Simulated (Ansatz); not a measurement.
**Run report: C12H27O3P (charge +1), single-point calculation**

The run: single-point calculation of C12H27O3P, charge +1, multiplicity 2. Method and program: UKS PBE-D4/def2-TZVP (Ansatz 0.2.0).

The geometry comes from this level: PBE-D4/def2-SVP.

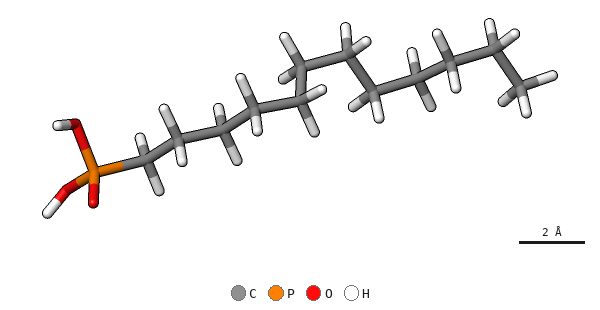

**Figure 1.** The structure as given in the input (stick view, seen at a tilt). Bond lengths as drawn: C–C 1.53 to 1.54 Å, C–H 1.11 Å, C–P 1.81 Å, H–O 0.98 Å and O–P 1.50 to 1.65 Å.

The input:
```yaml
crystal:
  periodic: [false, false, false]
  atoms:
    - {symbol: C, position_ang: [-6.957608, 0.385001, -0.530623]}
    - {symbol: C, position_ang: [-6.197948, -0.940858, -0.435914]}
    - {symbol: C, position_ang: [-4.720502, -0.808699, -0.036473]}
    - {symbol: C, position_ang: [-3.843937, -0.082785, -1.064775]}
    - {symbol: C, position_ang: [-2.369839, 0.061353, -0.660735]}
    - {symbol: C, position_ang: [-1.604751, -1.263592, -0.545621]}
    - {symbol: C, position_ang: [-0.097167, -1.110654, -0.301947]}
    - {symbol: C, position_ang: [0.269096, -0.463086, 1.039908]}
    - {symbol: C, position_ang: [1.771113, -0.454221, 1.353815]}
    - {symbol: C, position_ang: [2.620114, 0.396056, 0.402696]}
    - {symbol: C, position_ang: [4.102861, 0.421573, 0.782135]}
    - {symbol: C, position_ang: [4.955170, 1.264254, -0.172480]}
    - {symbol: P, position_ang: [6.695833, 1.334602, 0.321702]}
    - {symbol: O, position_ang: [7.054356, 1.865955, 1.681522]}
    - {symbol: O, position_ang: [7.161224, -0.227333, 0.075662]}
    - {symbol: O, position_ang: [7.364668, 2.185039, -0.919947]}
    - {symbol: H, position_ang: [-6.541409, 1.050410, -1.314586]}
    - {symbol: H, position_ang: [-8.027045, 0.222616, -0.774735]}
    - {symbol: H, position_ang: [-6.916053, 0.940879, 0.430098]}
    - {symbol: H, position_ang: [-6.263343, -1.477185, -1.409493]}
    - {symbol: H, position_ang: [-6.707703, -1.598500, 0.301225]}
    - {symbol: H, position_ang: [-4.649830, -0.277929, 0.941291]}
    - {symbol: H, position_ang: [-4.310983, -1.825808, 0.144351]}
    - {symbol: H, position_ang: [-3.907208, -0.619931, -2.039364]}
    - {symbol: H, position_ang: [-4.258914, 0.930726, -1.253188]}
    - {symbol: H, position_ang: [-1.852941, 0.704489, -1.407862]}
    - {symbol: H, position_ang: [-2.313013, 0.615963, 0.302423]}
    - {symbol: H, position_ang: [-2.040037, -1.882946, 0.270054]}
    - {symbol: H, position_ang: [-1.761000, -1.845630, -1.481320]}
    - {symbol: H, position_ang: [0.380430, -2.114695, -0.353122]}
    - {symbol: H, position_ang: [0.344914, -0.524164, -1.138285]}
    - {symbol: H, position_ang: [-0.264260, -1.004433, 1.852838]}
    - {symbol: H, position_ang: [-0.113568, 0.581243, 1.073662]}
    - {symbol: H, position_ang: [2.155274, -1.499896, 1.347618]}
    - {symbol: H, position_ang: [1.923030, -0.085449, 2.392199]}
    - {symbol: H, position_ang: [2.223878, 1.437095, 0.385623]}
    - {symbol: H, position_ang: [2.519985, 0.019068, -0.639041]}
    - {symbol: H, position_ang: [4.504074, -0.614610, 0.801899]}
    - {symbol: H, position_ang: [4.223911, 0.815800, 1.814598]}
    - {symbol: H, position_ang: [4.603982, 2.317217, -0.209129]}
    - {symbol: H, position_ang: [4.917364, 0.875832, -1.212504]}
    - {symbol: H, position_ang: [7.851147, -0.445941, 0.733384]}
    - {symbol: H, position_ang: [8.076635, 2.743173, -0.547562]}
basis:
  gaussian: {orbitals: def2-TZVP, fitting: {mean_field: def2-universal-jkfit}, initial_orbitals: start.molden}
total_charge: 1
magnetization: {spin_polarized: true, initial_magnetization: 1}
hamiltonian: {xc: pbe, dispersion: d4}
scf: {omitted_lower_state_checks: [starts]}
output: {orbitals: {seedname: orbitals}}
```

Hardware: 2 CPU threads, shared host.

Launched with:
```bash
ansatz run in.yaml --threads 2 --pin off --events-out ev --progress --plain --max-ram 32768MiB --backend cuda --devices 0, --max-vram 18GiB
```

What the program printed:
```
Functional definition: PBE
  name "PBE"
  cite "Perdew, Burke & Ernzerhof, Phys. Rev. Lett. 77, 3865 (1996) doi:10.1103/PhysRevLett.77.3865"
  parent pbe
  parameter kappa = 0.804
  parameter beta = 0.06672455060314922
  exchange = pbe_x(kappa = kappa, mu = beta*pi^2/3)
  correlation = pbe_c(beta = beta)
these checks for a lower state are left out or cut short: starts
1745 factors; integrals over basis functions are off by at most 8.8e-1 eV
mean field evaluation 1: about -28287.9814 eV, gradient 1.2e1 eV
mean field evaluation 2: about -28288.3294 eV, gradient 3.9e-1 eV
mean field evaluation 4: about -28288.3573 eV, gradient 1.0e-1 eV
mean field evaluation 8: about -28288.3647 eV, gradient 5.2e-2 eV
mean field evaluation 16: about -28288.3649 eV, gradient 1.9e-3 eV
mean field -28288.36486310 eV, -1039.5782341766 hartree, gradient 2.0e-6 eV, S^2 0.751076; 0 other end points of the search recorded, 0 dependent functions left out
reference -28288.36494824 eV, -1039.5782373055 hartree; 69, 68 occupied and 595, 596 virtual orbitals, 1745 factors
Total energy: -28289.38376150 eV, -1039.6156780021 hartree
Checks for a lower state left out: starts
```

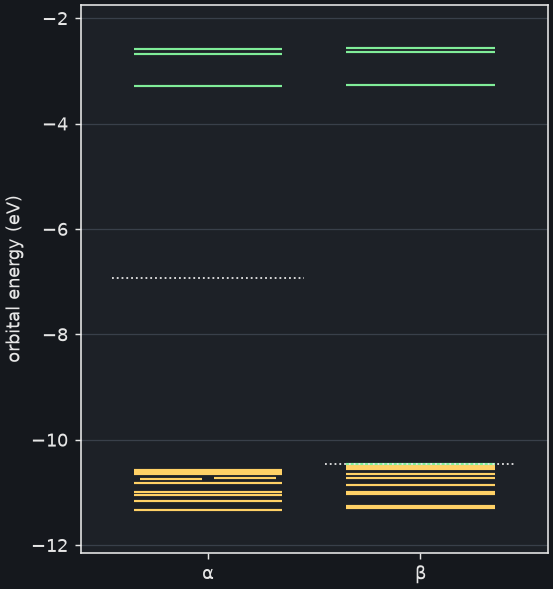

**Figure 2.** Orbital energies near the frontier for α and β spins; the dotted line parts filled from empty levels, and levels within 0.02 eV of each other stand side by side. α: highest filled −10.58 eV, lowest empty −3.29 eV, 7.29 eV apart; β: highest filled −10.48 eV, lowest empty −10.45 eV, 0.03 eV apart.

Results in brief:

- outcome: converged
- total energy: −28289.3838 eV
- mean-field energy: −28288.3649 eV
- dispersion energy: −1.0188 eV
- ⟨S²⟩: 0.751
- SCF solution under orbital rotations: stable
- HOMO (either spin): −10.48 eV
- LUMO (either spin): −10.45 eV
- wall time: 19 s (CPU time 22 s)
- peak memory: 1.2 GiB
